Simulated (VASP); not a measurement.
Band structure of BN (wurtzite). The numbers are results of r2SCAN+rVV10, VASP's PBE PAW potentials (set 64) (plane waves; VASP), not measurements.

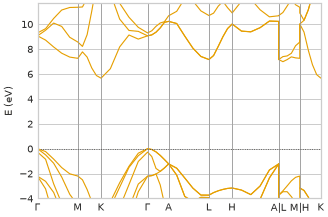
Figure. Bands along high-symmetry lines, zero at the valence-band maximum or, without a gap, the Fermi level

**Question.** Read the plot: is there a gap, and where are the band edges?

**Answer.** The gap is indirect, 5.66 eV, from the valence maximum at Γ to the conduction minimum at K.

The compound is BN in the wurtzite structure, a metastable high-pressure form. It was relaxed first.
